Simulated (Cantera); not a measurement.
Feed: 1 mol SiO2, 0.0062 mol C, 1.3 mol N2, held at 4600 Pa.

These are equilibrium values from Cantera (NASA tables, ideal gas, pure condensed phases), not measurements of a reactor. Candidate condensed phases: C, Si, SiC, SiO2, Si2N2O, Si3N4; 56 gas species. Ions and electrons are included (thermal ionisation). The tables' values for SiO2, SiN are old estimates; treat these amounts as uncertain. The tables hold silica as quartz up to 1696 K and as liquid above; real silica turns to tridymite and cristobalite and melts near 1996 K. Rates play no part.

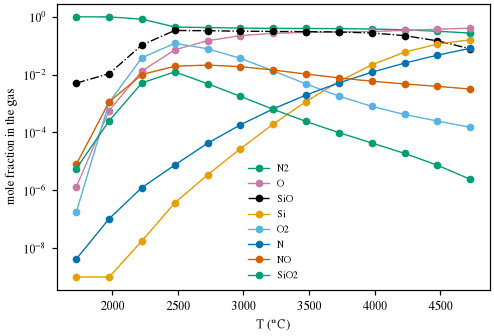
Figure: Equilibrium gas composition (values under 1e-9 drawn at 1e-9)

Q: Read off the mole fractions at 1727 °C.

A: N2 about 0.99, SiO about 0.0050, NO about 7.8e-6, SiO2 about 5.6e-6, O about 1.3e-6, O2 about 1.8e-7.
